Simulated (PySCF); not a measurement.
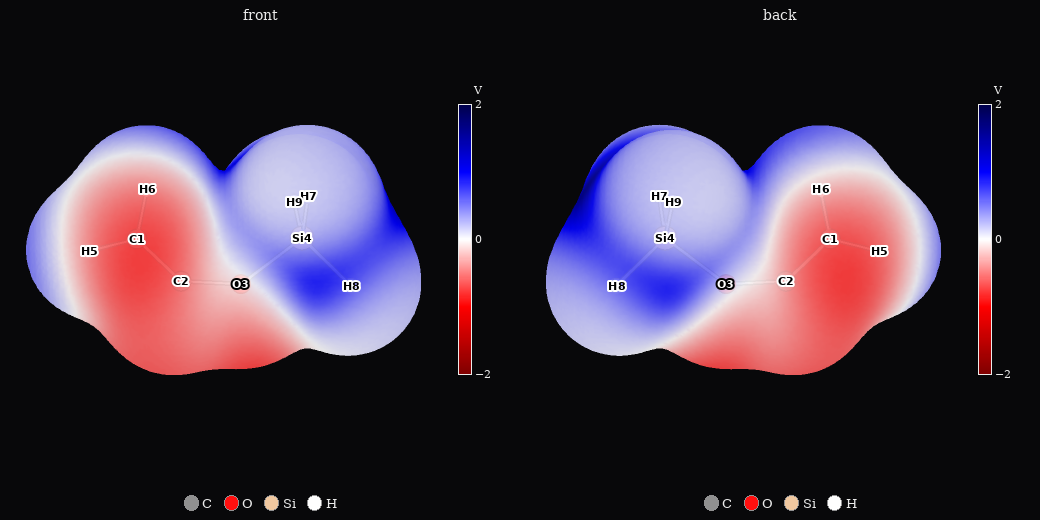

C$_{2}$H$_{5}$OSi (SMILES C=[C]O[SiH3]) (doublet). The electrostatic potential painted on the density surface at 0.001 e/bohr³, seen from the front and from behind; red is negative and blue positive.

Geometry: GFN2-xTB.

Method: UKS B3LYP, pcH-1 on C H O Si, non-relativistic, mean-field spin-orbit, GIAO (PySCF 2.14.0, density-fitted response routines).

| atom | x (Å) | y (Å) | z (Å) |
| --- | --- | --- | --- |
| C | 1.9334 | 0.0451 | 0.2392 |
| C | 1.0244 | 0.7946 | -0.3156 |
| O | -0.2518 | 0.7846 | -0.5123 |
| Si | -1.5826 | -0.1074 | -0.1563 |
| H | 2.9702 | 0.3265 | 0.2491 |
| H | 1.6888 | -0.9058 | 0.7149 |
| H | -1.7514 | -0.1734 | 1.2943 |
| H | -2.5856 | 0.6971 | -0.8354 |
| H | -1.4319 | -1.4552 | -0.7030 |

### Describe the electrostatic potential map.

The most negative region (about −0.7 V) lies over C1, C2 and O3, the most positive (about +1.6 V) over Si4.
